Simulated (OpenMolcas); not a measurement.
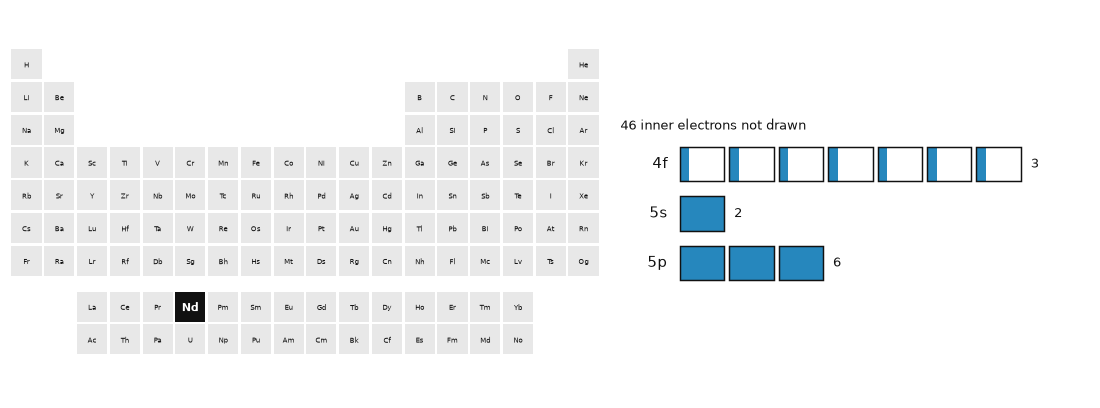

Fig. 1: Left, the place of neodymium in the periodic table; right, the outer shells of the leading configuration of the lowest level: a box for each of the 2l + 1 orbitals, shaded by the share of the shell that is filled, with the electron count at the right.

## Multiconfigurational calculation for Nd³⁺ (part 1 of 2)

Nd³⁺, among 7 point charges of −1 e at 2.54 Å, pentagonal bipyramid (D5h), axial distortion 1.12, whose field is part of the energies. Computed at this level: state-averaged CASSCF, active space 3 electrons in the shell 4f, basis ANO-RCC-VTZP, DKH2 scalar Hamiltonian, spin-orbit coupling by RASSI with atomic mean-field integrals (OpenMolcas).

## Results in brief

- outcome: converged
- energy of the lowest spin-free term: −9618.98256 hartree
- energy of the lowest spin-orbit level: −9618.99939 hartree
- largest spread among components of a term: 0.2 cm⁻¹
- hardware: 1 thread of Arm Neoverse V2, 128 GiB of memory available, shared host
- wall time: 41 s

## Notes

Without dynamic correlation the splittings between terms come out too large, often by 20 to 50 %. To bear in mind: high states of lower spin left out of the spin-orbit mixing; point charges have no covalency; spin-free states above about 49,000 cm⁻¹ are left out of the spin-orbit step.

## The input
```
&GATEWAY
Coord
1

Nd 0.0 0.0 0.0
Basis=ANO-RCC-VTZP
Group=NoSym
NoMove
AngMom=0.0 0.0 0.0
AMFI
XField
7 Angstrom 0
2.540000 0.000000 0.000000 -1.000000
0.784903 2.415684 0.000000 -1.000000
-2.054903 1.492975 0.000000 -1.000000
-2.054903 -1.492975 0.000000 -1.000000
0.784903 -2.415684 0.000000 -1.000000
0.000000 0.000000 2.844800 -1.000000
0.000000 0.000000 -2.844800 -1.000000
&SEWARD
&RASSCF
FileOrb=start.orb
Symmetry=1
Spin=4
nActEl=3 0 0
Inactive=27
Ras2=7
CIRoot=35 35 1
SDav=35
CIMx=300
Iter=120 100
PrWF=0.3
OrbListing=Nothing
MaxOrb=0
>>> COPY $Project.JobIph JOB001
&RASSCF
FileOrb=start.orb
Symmetry=1
Spin=2
nActEl=3 0 0
Inactive=27
Ras2=7
CIRoot=112 112 1
SDav=112
CIMx=300
Iter=120 100
PrWF=0.3
OrbListing=Nothing
MaxOrb=0
CIOnly
>>> COPY $Project.JobIph JOB002
&RASSI
NrOfJobIphs=2 35 89
1 2 3 4 5 6 7 8 9 10 11 12 13 14 15 16 17 18 19 20 21 22 23 24 25 26 27
28 29 30 31 32 33 34 35
1 2 3 4 5 6 7 8 9 10 11 12 13 14 15 16 17 18 19 20 21 22 23 24 25 26 27
28 29 30 31 32 33 34 35 36 37 38 39 40 41 42 43 44 45 46 47 48 49 50 51
52 53 54 55 56 57 58 59 60 61 62 63 64 65 66 67 68 69 70 71 72 73 74 75
76 77 78 79 80 81 82 83 84 85 86 87 88 89
IphNames
JOB001
JOB002
EJob
SpinOrbit
DIPRint=1.0
SOCoupling=1000.0
Subsets=2
Property=9
'ANGMOM' 1 'ANGMOM' 2 'ANGMOM' 3 'MLTPL  1' 1 'MLTPL  1' 2 'MLTPL  1' 3
'AMFI' 1 'AMFI' 2 'AMFI' 3
SOProperty=3
'ANGMOM' 1 'ANGMOM' 2 'ANGMOM' 3
```

The file start.orb holds starting orbitals from an earlier step. A driver script formed the levels outside the program, from RASSI's spin-orbit matrix and the active-space energies, averaged over the components of each term or state.

Run as:
```bash
OMP_NUM_THREADS=1 MOLCAS_MEM=2252 MOLCAS_PROJECT=a pymolcas a.inp > a.log  # once for each step of the input, in one work folder
```

## Log (extracts)
```
--- SEWARD ---
Basis set label: ND.ANO-RCC...8S7P5D3F2G1H.

      Electronic valence basis set:
      ------------------
      Associated Effective Charge  60.000000 au
      Associated Actual Charge     60.000000 au
      Nuclear Model: Point charge

      Shell  nPrim  nBasis  Cartesian Spherical Contaminant
         s      25       8        X
         p      22       7        X
         d      15       5                 X
         f      11       3                 X
         g       4       2                 X
         h       2       1                 X
                  Relativistic Douglas-Kroll-Hess integrals:
                    - DKH order of Hamiltonian: 2
                    - DKH order of Properties : 0
                  Atomic mean-field integrals
--- RASSCF ---
Wave function specifications:
      -----------------------------

      Number of closed shell electrons          54
      Number of electrons in active shells       3
      Max number of holes in RAS1 space          0
      Max nr of electrons in RAS3 space          0
      Number of inactive orbitals               27
      Number of active orbitals                  7
      Number of secondary orbitals              70
      Spin quantum number                      1.5
      State symmetry                             1
Orbital specifications:
      -----------------------

      Symmetry species                           1
                                                 a
      Frozen orbitals                            0
      Inactive orbitals                         27
      Active orbitals                            7
      RAS1 orbitals                              0
      RAS2 orbitals                              7
      RAS3 orbitals                              0
      Secondary orbitals                        70
      Deleted orbitals                           0
      Number of basis functions                104
      Number of CSFs                            35
      Number of root(s) required                35
      Iter CI   SX   CI       RASSCF       Energy    max ROT     max BLB   max BLB  Level Ln srch  Step   QN
          iter iter root      energy       change     param      element    value   shift minimum  type update
 Nr of preliminary CI iterations:   1
      Total energies have been shifted. Add                -9000.00 au
        1   1   12    0  -618.82086029    0.00E+00  -8.01E-02   26  42 1 -2.08E-01*  0.30   0.00    SX    NO
        2   1   13    0  -618.90104092   -8.02E-02* -4.05E-02   23  56 1  8.10E-02*  0.56   0.00    SX    NO
        3   1   12    0  -618.91329412   -1.23E-02* -1.27E-02   15  37 1 -3.08E-02*  0.45   0.00    SX    NO
        4   1   11    0  -618.91500417   -1.71E-03* -6.88E-03   23  56 1  1.24E-02*  0.49   0.00    SX    NO
        5   1   11    0  -618.91531184   -3.08E-04* -1.68E-03   21  54 1 -5.19E-03*  0.48   0.72    QN   YES
        6   1    9    0  -618.91537353   -6.17E-05*  2.29E-04   26  39 1  8.36E-04*  0.48   1.04    QN   YES
        7   1    8    0  -618.91537453   -1.01E-06*  9.45E-05   26  39 1  2.49E-04*  0.48   1.41    LS   YES
        8   1    8    0  -618.91537462   -9.41E-08* -9.83E-05   15  37 1  9.51E-05   0.48   1.00    QN   YES
        9   1    6    0  -618.91537465   -2.53E-08* -5.58E-05   26  30 1 -3.23E-05   0.48   1.04    QN   YES
       10   1    6    0  -618.91537465   -2.26E-09  -1.45E-05   26  30 1 -1.20E-05   0.48   0.90    QN   YES
      Convergence after 10 iterations
       11   1    6    0  -618.91537465   -5.55E-10  -1.45E-05   26  30 1 -3.81E-06   0.48   0.90    QN   YES
      Natural orbitals and occupation numbers for root  1
      sym 1:   0.162489   0.676132   0.162489   0.790470   0.266144   0.266144   0.676132
      Natural orbitals and occupation numbers for root  2
      sym 1:   0.220861   0.779139   0.035238   0.411739   0.588261   0.379974   0.584787
      Natural orbitals and occupation numbers for root  3
      sym 1:   0.035238   0.584787   0.779139   0.588261   0.379974   0.220861   0.411739
::    RASSCF root number  1 Total energy:  -9618.98255933
::    RASSCF root number  2 Total energy:  -9618.98244691
::    RASSCF root number  3 Total energy:  -9618.98244691
::    RASSCF root number  4 Total energy:  -9618.98214576
::    RASSCF root number  5 Total energy:  -9618.98214576
::    RASSCF root number  6 Total energy:  -9618.98175208
::    RASSCF root number  7 Total energy:  -9618.98175208
::    RASSCF root number  8 Total energy:  -9618.98138856
::    RASSCF root number  9 Total energy:  -9618.98138856
::    RASSCF root number 10 Total energy:  -9618.98115868
::    RASSCF root number 11 Total energy:  -9618.98115867
::    RASSCF root number 12 Total energy:  -9618.98107612
::    RASSCF root number 13 Total energy:  -9618.98107612
::    RASSCF root number 14 Total energy:  -9618.91682613
::    RASSCF root number 15 Total energy:  -9618.91682613
::    RASSCF root number 16 Total energy:  -9618.91544002
::    RASSCF root number 17 Total energy:  -9618.91524883
::    RASSCF root number 18 Total energy:  -9618.91524883
::    RASSCF root number 19 Total energy:  -9618.91473952
::    RASSCF root number 20 Total energy:  -9618.91473952
::    RASSCF root number 21 Total energy:  -9618.91455448
::    RASSCF root number 22 Total energy:  -9618.87802642
::    RASSCF root number 23 Total energy:  -9618.87802642
::    RASSCF root number 24 Total energy:  -9618.87758638
::    RASSCF root number 25 Total energy:  -9618.87758638
::    RASSCF root number 26 Total energy:  -9618.87724269
::    RASSCF root number 27 Total energy:  -9618.87724269
::    RASSCF root number 28 Total energy:  -9618.87708490
::    RASSCF root number 29 Total energy:  -9618.87708490
::    RASSCF root number 30 Total energy:  -9618.87689018
--- RASSCF ---
Wave function specifications:
      -----------------------------

      Number of closed shell electrons          54
      Number of electrons in active shells       3
      Max number of holes in RAS1 space          0
      Max nr of electrons in RAS3 space          0
      Number of inactive orbitals               27
      Number of active orbitals                  7
      Number of secondary orbitals              70
      Spin quantum number                      0.5
      State symmetry                             1
Orbital specifications:
      -----------------------

      Symmetry species                           1
                                                 a
      Frozen orbitals                            0
      Inactive orbitals                         27
      Active orbitals                            7
      RAS1 orbitals                              0
      RAS2 orbitals                              7
      RAS3 orbitals                              0
      Secondary orbitals                        70
      Deleted orbitals                           0
      Number of basis functions                104
      Number of CSFs                           112
      Number of root(s) required               112
      Iter CI   SX   CI       RASSCF       Energy    max ROT     max BLB   max BLB  Level Ln srch  Step   QN
          iter iter root      energy       change     param      element    value   shift minimum  type update
 Nr of preliminary CI iterations:   1
        1   1    0    0 -9618.81506858    0.00E+00   0.00E+00   31  65 1 -6.50E-03*  0.00   0.00    SX    NO
      Natural orbitals and occupation numbers for root  1
      sym 1:   0.386815   0.445683   0.457741   0.445683   0.457741   0.386815   0.419522
      Natural orbitals and occupation numbers for root  2
      sym 1:   0.386814   0.445687   0.457733   0.445687   0.457733   0.386814   0.419531
      Natural orbitals and occupation numbers for root  3
      sym 1:   0.414910   0.457085   0.414910   0.409053   0.457085   0.423478   0.423478
::    RASSCF root number  1 Total energy:  -9618.91671683
::    RASSCF root number  2 Total energy:  -9618.91671666
::    RASSCF root number  3 Total energy:  -9618.91653550
::    RASSCF root number  4 Total energy:  -9618.91648711
::    RASSCF root number  5 Total energy:  -9618.91648711
::    RASSCF root number  6 Total energy:  -9618.91637223
::    RASSCF root number  7 Total energy:  -9618.91637223
::    RASSCF root number  8 Total energy:  -9618.91634627
::    RASSCF root number  9 Total energy:  -9618.91634627
::    RASSCF root number 10 Total energy:  -9618.91628080
::    RASSCF root number 11 Total energy:  -9618.91628080
::    RASSCF root number 12 Total energy:  -9618.89593326
::    RASSCF root number 13 Total energy:  -9618.89593326
::    RASSCF root number 14 Total energy:  -9618.89507293
::    RASSCF root number 15 Total energy:  -9618.89507293
::    RASSCF root number 16 Total energy:  -9618.89450287
::    RASSCF root number 17 Total energy:  -9618.89450287
::    RASSCF root number 18 Total energy:  -9618.89418569
::    RASSCF root number 19 Total energy:  -9618.89418569
::    RASSCF root number 20 Total energy:  -9618.89408521
::    RASSCF root number 21 Total energy:  -9618.88512921
::    RASSCF root number 22 Total energy:  -9618.88497734
::    RASSCF root number 23 Total energy:  -9618.88497734
::    RASSCF root number 24 Total energy:  -9618.88455148
::    RASSCF root number 25 Total energy:  -9618.88455148
::    RASSCF root number 26 Total energy:  -9618.88392103
::    RASSCF root number 27 Total energy:  -9618.88392103
::    RASSCF root number 28 Total energy:  -9618.88316123
::    RASSCF root number 29 Total energy:  -9618.88316123
::    RASSCF root number 30 Total energy:  -9618.88234451
```

(Continued in part 2.)
